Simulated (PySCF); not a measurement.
CuF (charge +1, doublet)

```json
{"atom": "Cu", "x (Å)": "0.0000", "y (Å)": "0.0000", "z (Å)": "-0.3935"}
{"atom": "F", "x (Å)": "0.0000", "y (Å)": "0.0000", "z (Å)": "1.3035"}
```

The calculation used PBE0/cc-pVDZ(-PP), non-relativistic Hamiltonian with scalar-relativistic core potentials where named, at a bond length of 1.697 Å in PySCF.

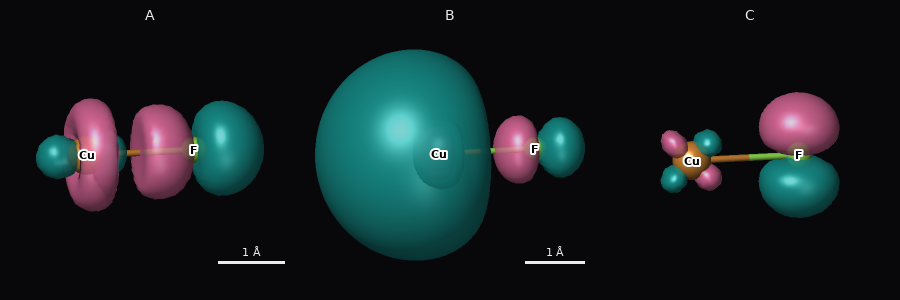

Figure 1. Three frontier α-spin orbitals, each drawn at the value that holds 80 % of its norm (teal and pink are the two phases), in no order; of a degenerate pair one member is drawn.

### Label each orbital by symmetry, say whether it is occupied, and order them by energy.

Orbital A: σ, occupied in this spin, −18.67 eV; shared between the atoms (Cu 35 %, F 65 %).
Orbital C: π, occupied in this spin, −17.40 eV; mainly on F (85 %).
Orbital B: σ, empty in this spin, −11.03 eV; mainly on Cu (90 %).

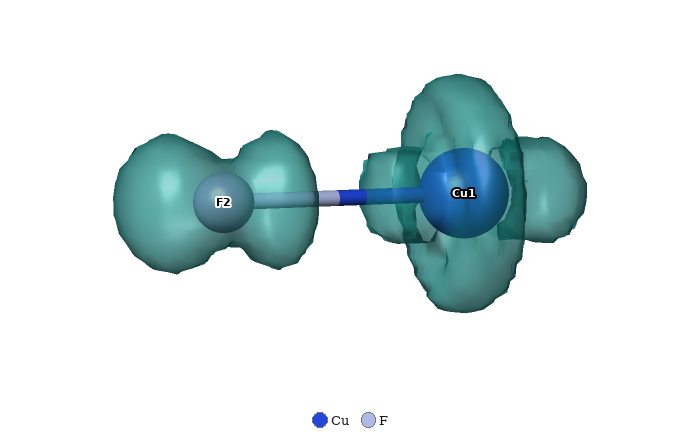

Figure 2. Isosurfaces of the spin density at +0.1 (teal) and −0.1 e/Å³ (pink), seen from one side.

### Describe the spin distribution.

The unpaired spin (1 electron) lies mostly on Cu1 (about 0.8) and F2 (about 0.2), in electrons by Hirshfeld's partition. Only one sign reaches the isovalue.

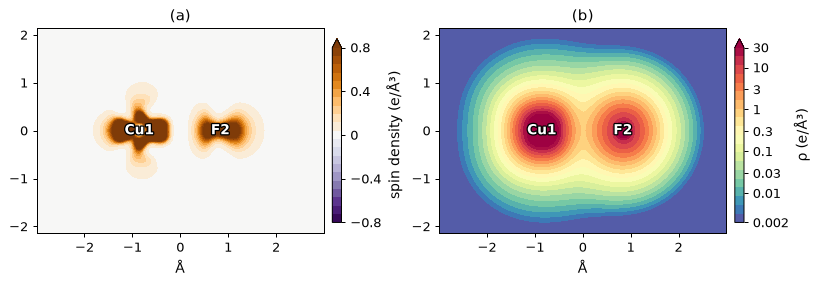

Figure 3. (a) spin density (α minus β); (b) electron density on a plane that holds the molecular axis.

### Read the bonding off the picture.

The plane passes through Cu and F nuclei.
Cu–F (1.70 Å): ρ is about 0.97 e/Å³ halfway.

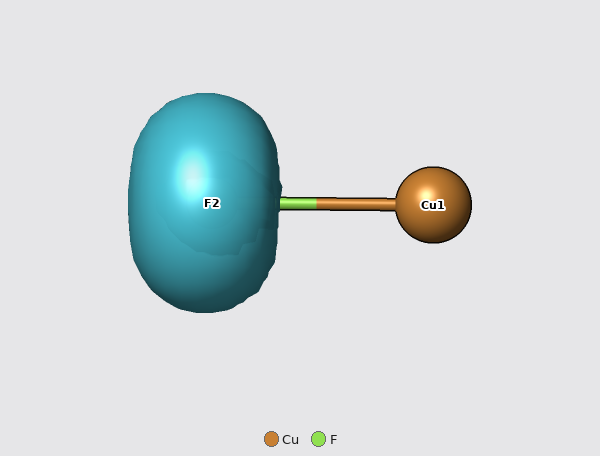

Figure 4. Isosurface of the electron localisation function at 0.75 (cyan), seen from one side. Only the valence region is drawn (cores and ρ < 0.01 e/Å³ removed).

### Describe the localisation domains.

The surface consists of one region wrapped around F (its valence shell). Profiles from the grid: Cu–F (1.70 Å): the ELF peaks at about 0.80 in the valence shell of F, 0.6 Å from its nucleus, and is about 0.20 at the midpoint.
